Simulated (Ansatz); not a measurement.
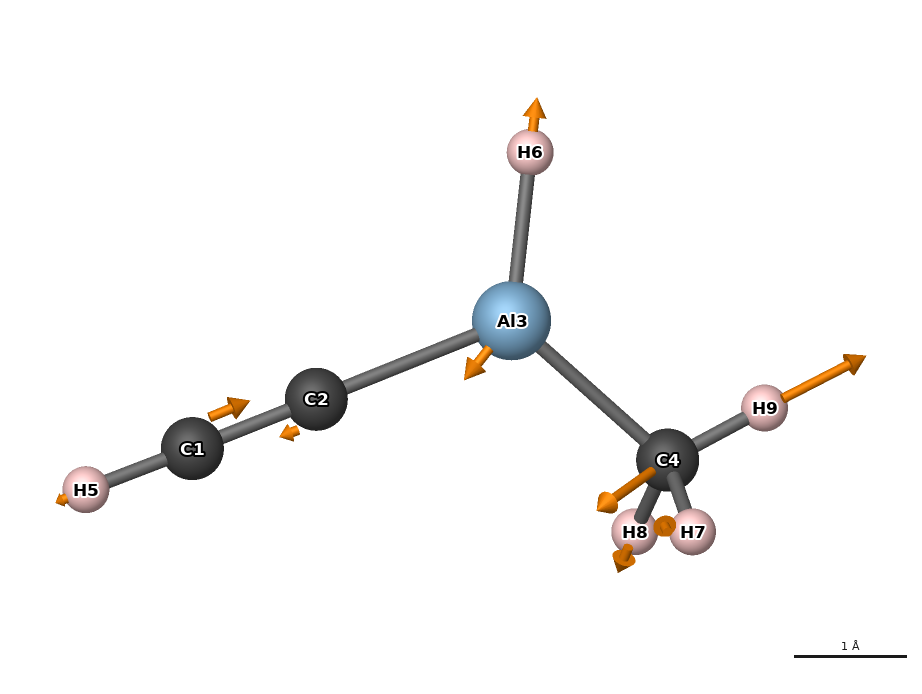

Arrows show the forces on the atoms, 0.3 Å of arrow for 1 eV/Å; forces under a tenth of the largest aren't drawn. Level of theory: r2SCAN-D4/def2-TZVPP (Ansatz 0.2.0).

Q: Which bond do the forces act along most?

A: C4–H9, now 1.020 Å: the forces push its atoms apart, so a first step downhill lengthens it.

List the force components in the frame of the picture (x right, y up, z towards the viewer), in eV/Å.

| atom | Fx | Fy | Fz |
| --- | --- | --- | --- |
| C1 | 1.22 | 0.50 | −0.23 |
| C2 | −0.56 | −0.21 | 0.11 |
| Al3 | −0.77 | −0.96 | 0.16 |
| C4 | −1.64 | −1.18 | 2.12 |
| H5 | −0.34 | −0.15 | 0.05 |
| H6 | 0.13 | 1.03 | 0.02 |
| H7 | −0.22 | 0.45 | −0.85 |
| H8 | −0.32 | −0.77 | −0.65 |
| H9 | 2.50 | 1.29 | −0.72 |
